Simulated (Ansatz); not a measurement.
# Ta(100) with 4 thermally displaced layers, 2x2: scattering by thermal displacements, part 3 of 3

Aim: the resistivity of Ta at 180 K from frozen thermal displacements between perfect leads.

Ansatz 0.2.0; Ansatz plane-wave DFT, PBE, PAW files; ballistic transport by layer matching (Landauer), zero bias; PAW set soft_1.

So far, open channels per spin nearest the Fermi level: step 2 (with 4 displaced layers) 10.5.

### Step 4. With 12 displaced layers

System of this step: Ta(100) with 12 thermally displaced layers, 2x2. The cell holds 88 atoms: 88 Ta. Cell: a = 6.605 Å, b = 6.605 Å, c = 36.328 Å, α = 90.0°, β = 90.0°, γ = 90.0°. It derives from Ta. Regions: lead, 40 atoms (40 Ta); scattering region, 48 atoms (48 Ta). The structure is stacked along c, and the current runs across the ab planes.

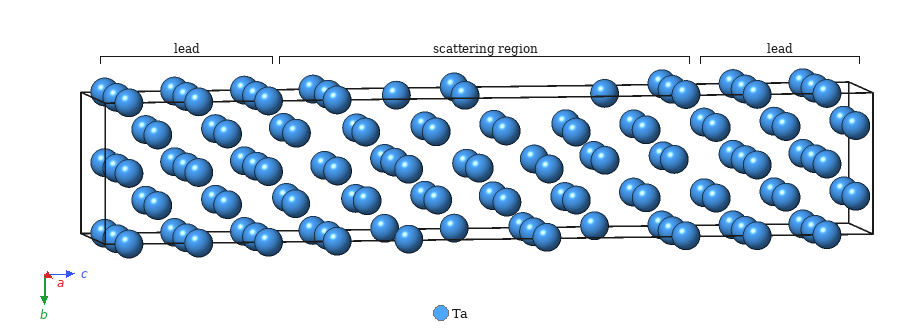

The cell of this step (tantalum blue). Some periodic images of atoms are drawn too.

File input.yaml:

```yaml
crystal:
  lattice:
    - [6.60512, 0.0, 0.0]
    - [0.0, 6.60512, 0.0]
    - [0.0, 0.0, 36.32816]
  atoms:
    - { symbol: Ta, position: [0.0, 0.0, 0.0227272727] }
    - { symbol: Ta, position: [0.0, 0.5, 0.0227272727] }
    - { symbol: Ta, position: [0.5, 0.0, 0.0227272727] }
    - { symbol: Ta, position: [0.5, 0.5, 0.0227272727] }
    - { symbol: Ta, position: [0.25, 0.25, 0.0681818182] }
    - { symbol: Ta, position: [0.25, 0.75, 0.0681818182] }
    - { symbol: Ta, position: [0.75, 0.25, 0.0681818182] }
    - { symbol: Ta, position: [0.75, 0.75, 0.0681818182] }
    - { symbol: Ta, position: [0.0, 0.0, 0.1136363636] }
    - { symbol: Ta, position: [0.0, 0.5, 0.1136363636] }
    - { symbol: Ta, position: [0.5, 0.0, 0.1136363636] }
    - { symbol: Ta, position: [0.5, 0.5, 0.1136363636] }
    - { symbol: Ta, position: [0.25, 0.25, 0.1590909091] }
    - { symbol: Ta, position: [0.25, 0.75, 0.1590909091] }
    - { symbol: Ta, position: [0.75, 0.25, 0.1590909091] }
    - { symbol: Ta, position: [0.75, 0.75, 0.1590909091] }
    - { symbol: Ta, position: [0.0, 0.0, 0.2045454545] }
    - { symbol: Ta, position: [0.0, 0.5, 0.2045454545] }
    - { symbol: Ta, position: [0.5, 0.0, 0.2045454545] }
    - { symbol: Ta, position: [0.5, 0.5, 0.2045454545] }
    - { symbol: Ta, position: [0.2524824622, 0.247210554, 0.2473128437] }
    - { symbol: Ta, position: [0.2491535233, 0.7437534593, 0.2515263536] }
    - { symbol: Ta, position: [0.7477557294, 0.2506487639, 0.2487994417] }
    - { symbol: Ta, position: [0.7460314824, 0.749910366, 0.2479010511] }
    - { symbol: Ta, position: [0.002336901, 0.9991756148, 0.2937790325] }
    - { symbol: Ta, position: [0.9813611229, 0.5039874008, 0.2950340364] }
    - { symbol: Ta, position: [0.4958808163, 0.9981646248, 0.2980213651] }
    - { symbol: Ta, position: [0.4996129508, 0.5006731981, 0.2933531976] }
    - { symbol: Ta, position: [0.2628029896, 0.2571306444, 0.3424167516] }
    - { symbol: Ta, position: [0.2503705087, 0.7571241689, 0.3414332672] }
    - { symbol: Ta, position: [0.7547656573, 0.2488171683, 0.3388263743] }
    - { symbol: Ta, position: [0.757996175, 0.734961646, 0.340570042] }
    - { symbol: Ta, position: [0.9984104673, 0.991894973, 0.3872300263] }
    - { symbol: Ta, position: [0.9984430533, 0.4966046937, 0.3870982126] }
    - { symbol: Ta, position: [0.4962960652, 0.0107950431, 0.3868602693] }
    - { symbol: Ta, position: [0.4963135214, 0.4848893256, 0.3845156809] }
    - { symbol: Ta, position: [0.2584467633, 0.2496067092, 0.4314181044] }
    - { symbol: Ta, position: [0.2627712222, 0.740031351, 0.4309906025] }
    - { symbol: Ta, position: [0.7463270858, 0.2545569672, 0.4308805558] }
    - { symbol: Ta, position: [0.7452325647, 0.7375249052, 0.4328488084] }
    - { symbol: Ta, position: [0.0062652517, 0.9962976374, 0.4775035391] }
    - { symbol: Ta, position: [0.989953656, 0.4963331053, 0.4792198775] }
    - { symbol: Ta, position: [0.5010548886, 0.0179559632, 0.4761603636] }
    - { symbol: Ta, position: [0.5045099248, 0.4984805441, 0.4780722712] }
    - { symbol: Ta, position: [0.2499439539, 0.2456384124, 0.5215012638] }
    - { symbol: Ta, position: [0.2738289963, 0.7493988803, 0.5198775767] }
    - { symbol: Ta, position: [0.7449591271, 0.2552696714, 0.5220207225] }
    - { symbol: Ta, position: [0.7605732808, 0.7577905605, 0.5225120066] }
    - { symbol: Ta, position: [0.9963299749, 0.9921907656, 0.5671927118] }
    - { symbol: Ta, position: [0.9885508479, 0.5093604732, 0.5704296002] }
    - { symbol: Ta, position: [0.4902373938, 0.9908160529, 0.5656827755] }
    - { symbol: Ta, position: [0.4925090008, 0.4758577948, 0.5665676905] }
    - { symbol: Ta, position: [0.2600795244, 0.2473134603, 0.6148439566] }
    - { symbol: Ta, position: [0.2461997709, 0.7636837677, 0.6139178739] }
    - { symbol: Ta, position: [0.7470311082, 0.2698372387, 0.61317786] }
    - { symbol: Ta, position: [0.7405087482, 0.7515692286, 0.6135814868] }
    - { symbol: Ta, position: [0.0082873905, 0.9928371337, 0.6602280358] }
    - { symbol: Ta, position: [0.006627494, 0.4948107869, 0.6593215854] }
    - { symbol: Ta, position: [0.4935434612, 0.0182314358, 0.658095906] }
    - { symbol: Ta, position: [0.4964787411, 0.4917163908, 0.6586018132] }
    - { symbol: Ta, position: [0.249954332, 0.2559671967, 0.7036827901] }
    - { symbol: Ta, position: [0.2485561794, 0.7389911561, 0.7033762718] }
    - { symbol: Ta, position: [0.7714179195, 0.2580924602, 0.7034412425] }
    - { symbol: Ta, position: [0.7396058539, 0.742417847, 0.7045148037] }
    - { symbol: Ta, position: [0.0002699016, 0.994214888, 0.7481819717] }
    - { symbol: Ta, position: [0.0110546138, 0.5035104638, 0.7494707067] }
    - { symbol: Ta, position: [0.4982850385, 0.9958845309, 0.7458511429] }
    - { symbol: Ta, position: [0.5008989146, 0.4916798131, 0.7485831303] }
    - { symbol: Ta, position: [0.25, 0.25, 0.7954545455] }
    - { symbol: Ta, position: [0.25, 0.75, 0.7954545455] }
    - { symbol: Ta, position: [0.75, 0.25, 0.7954545455] }
    - { symbol: Ta, position: [0.75, 0.75, 0.7954545455] }
    - { symbol: Ta, position: [0.0, 0.0, 0.8409090909] }
    - { symbol: Ta, position: [0.0, 0.5, 0.8409090909] }
    - { symbol: Ta, position: [0.5, 0.0, 0.8409090909] }
    - { symbol: Ta, position: [0.5, 0.5, 0.8409090909] }
    - { symbol: Ta, position: [0.25, 0.25, 0.8863636364] }
    - { symbol: Ta, position: [0.25, 0.75, 0.8863636364] }
    - { symbol: Ta, position: [0.75, 0.25, 0.8863636364] }
    - { symbol: Ta, position: [0.75, 0.75, 0.8863636364] }
    - { symbol: Ta, position: [0.0, 0.0, 0.9318181818] }
    - { symbol: Ta, position: [0.0, 0.5, 0.9318181818] }
    - { symbol: Ta, position: [0.5, 0.0, 0.9318181818] }
    - { symbol: Ta, position: [0.5, 0.5, 0.9318181818] }
    - { symbol: Ta, position: [0.25, 0.25, 0.9772727273] }
    - { symbol: Ta, position: [0.25, 0.75, 0.9772727273] }
    - { symbol: Ta, position: [0.75, 0.25, 0.9772727273] }
    - { symbol: Ta, position: [0.75, 0.75, 0.9772727273] }
kpoints:
  mp_grid: { grid: [4, 4, 1] }
hamiltonian:
  xc: pbe
  pseudopotentials: { kind: paw, azcp: { folder: soft_1 } }
scf:
  occupations: { method: fermi_dirac, width: 0.1 }
output:
  transmission: { leads: [[0, 4]], kmesh: [8, 8], e_range: [-0.05, 0.05], de: 0.05 }
  write_potential: true
  write_density: true
  volumetric_format: npy
```

Run with:

```sh
ansatz run input.yaml --threads 4 --pin off --max-ram 15360MiB --backend cpu --events-out ev --progress --plain --runs-dir out
```

Numbers of over 12 decimals in the logs are rounded to 6 here.

The log of the run:

```text
[...]
Crystal: 88 atoms, lattice volume = 1584.911 Å³
Basis set: ecut = 420 eV, 30897 PW (Γ)
Bands: 687, of which v1, the nominal top of the filled ones, is band 572 counted from 1 (571 counted from 0)
Symmetry: 1 space group operations
[...]
k-points: 10 of 16 (time reversal used)
[...]
SCF iter   1: F=—  HF=-874134.267868 eV  |F-HF|=—  |Δ(HF+E_count)|=         —  Δρ=4.21e-2  dr2=3.80e1  ethr=3.10e-3  ⟨swp⟩=5.9  Hψ=27176  notcnv=0  defer=16
[...]
SCF iter   7: F=-874123.773542 eV  HF=-874123.773542 eV  |F-HF|=3.26e-9  |Δ(HF+E_count)|=   4.04e-8  Δρ=1.40e-6  dr2=2.43e-8  ethr=8.74e-12  ⟨swp⟩=10.7  Hψ=18841  notcnv=0
SCF 1 converged in 7 iterations: F = -874123.773542 eV  dr2 = 2.43e-8
[...]
transmission: 228 of 2278 steps passed
transmission: 456 of 2278 steps passed
[...]
transmission: 2278 of 2278 steps passed
SCF converged after 7 iterations
Free energy (F): -874123.773542 eV
[...]
Internal energy: -874120.062213 eV  (E = F + TS)
E sigma→0 (E₀):  -874121.917877 eV
Entropy (-TS):   -3.711329 eV (-42.174 meV/atom)
Fermi energy:    18.535679 eV
[...]
--- Band table (eV; the first three rows and the last of 10) ---
  k-point 0: bands = [... 568 lower, 19.2124, 19.2187, 19.2234, 19.2277, 19.2318, 19.2328, 19.2407, 19.2483, ... 111 higher]
  k-point 1: bands = [... 568 lower, 18.8472, 18.8596, 18.8800, 18.8927, 18.8979, 18.9013, 18.9146, 18.9371, ... 111 higher]
  k-point 2: bands = [... 568 lower, 18.3519, 18.3677, 18.3838, 18.3980, 18.4213, 18.4521, 18.5485, 18.5646, ... 111 higher]
  k-point 9: bands = [... 568 lower, 17.8552, 17.8640, 17.8689, 17.8708, 17.8904, 17.9000, 17.9049, 17.9080, ... 111 higher]
--- Transmission ---
  basis      : 377 plane waves across, 67 finite elements along
  points     : 34, standing for a mesh of 8 x 8
[...]
channels       : 1.048438e1 a spin
[...]
junction   : crystal 0 to crystal 0, 0.70 to 35.37 Å
    transmission   : 6.905022e0 a spin
[...]
```

Wall time 37 min (4 threads of Arm Neoverse V1, shared host); peak memory 8.6 GiB.

This step gave:

```yaml
free_energy: -874123.7735 eV
energy_at_zero_smearing: -874121.9179 eV
fermi_energy: 18.54 eV
transmission_per_spin_nearest_the_fermi_level: 6.905
step_of_the_lead_s_potential: 3.3 meV
```

Per spin. Transmission, zone mean against energy, zero at the Fermi level:

| energy (eV) | transmission, zone mean |
| --- | --- |
| -0.0500 | 6.92 |
| 0.0000 | 6.91 |
| 0.0500 | 6.57 |

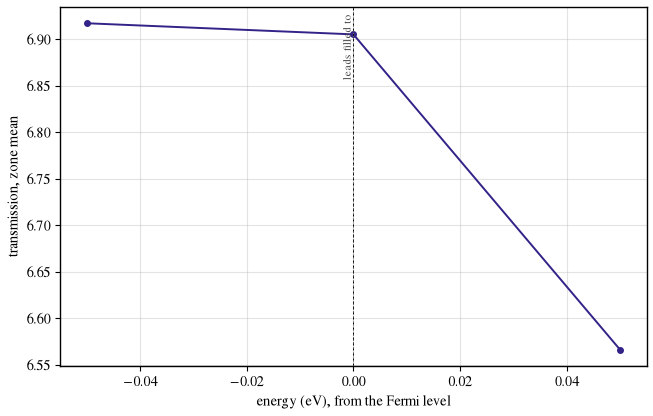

Transmission, zone mean against energy.

Over the solved energies the transmission per spin lies between 6.57 and 6.92, out of 10.2 channels of the lead on average (up to 10.5).

### Step 5. Resistance against length

This step: Ansatz plane-wave DFT, PBE, PAW files; ballistic transport by layer matching (Landauer), zero bias; resistivity from the slope of the area resistance; PAW set soft_1 (Ansatz 0.2.0).

Numbers from this step:

| Property | Result |
| --- | --- |
| resistivity | 14.23 µΩ cm |
| intercept | -0.004402 fΩ m² |
| scatter about the fit | 4.13e-4 fΩ m² |

Resistance, by row:

| run | length (Å) | T | channels N | RA (fΩ m²) |
| --- | --- | --- | --- | --- |
| n4 | 6.605 | 8.821 | 10.26 | 0.08928 |
| n8 | 13.21 | 7.656 | 10.21 | 0.1841 |
| n12 | 19.82 | 6.796 | 10.21 | 0.2772 |

Area resistance against length of the displaced region:

| length of the displaced region (Å) | area resistance (fΩ m²) |
| --- | --- |
| 6.61 | 0.0893 |
| 13.21 | 0.184 |
| 19.82 | 0.277 |

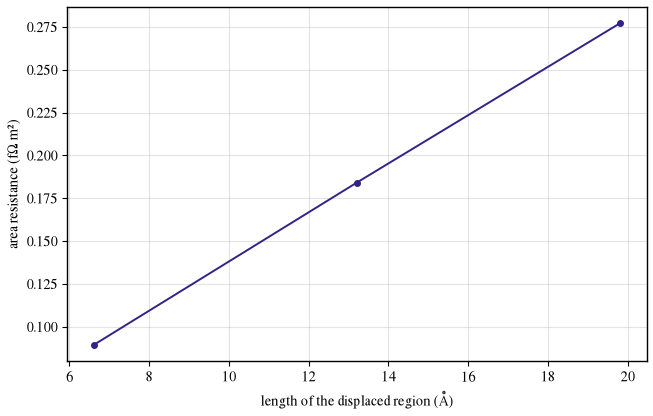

Area resistance against length of the displaced region.

The area resistance goes from 0.089 to 0.28 fΩ m² between 6.6 and 19.8 Å, a slope of 14 µΩ cm.

By hand from the end points: (0.2772 − 0.08928) fΩ m² / (19.82 − 6.61) Å = 14 µΩ cm, since 1 fΩ m² per Å is 1000 µΩ cm.

### Step 6. Summary of results

- resistivity from the slope: 14.2 µΩ cm
- area resistance over 6.61 Å: 0.0893 fΩ m²
- area resistance over 13.2 Å: 0.184 fΩ m²
- area resistance over 19.8 Å: 0.277 fΩ m²

What this shows: The slope gives 14 µΩ cm. The points scatter by 4.1e-4 fΩ m² about the line, with one random draw a length in a 2x2 cell, so the slope is a rough value. The mean square of the displacements drawn is 0.78, 0.99 and 1.2 of the nominal one at the three lengths; with each resistance scaled back by that, the slope is 9.2 µΩ cm, the value used below. Read with a model of isotropic scattering on a spherical Fermi surface and the lead's 1.8×10¹⁵ S/m², this slope means a mean free path near 49 Å; over these lengths the model's slope is 1.10 times its bulk resistivity, which would be 8.3 µΩ cm. Uncorrelated displacements put too much weight on short waves, which scatter strongly; with the sideways repeat of a small cell, one draw and three short lengths, the method is good to a factor of two or three. Spin-orbit coupling is left out, which matters for Ta.

[Logs are printed without paths, hosts, clocks, repeated set-up lines and the standing remarks that a program may print on its own settings, such as how far it seeks lower states.]

[Hosts, paths, dates, database ids (printed as entryN), source tags and the programs' standing remarks are cut or masked in the printed files.]
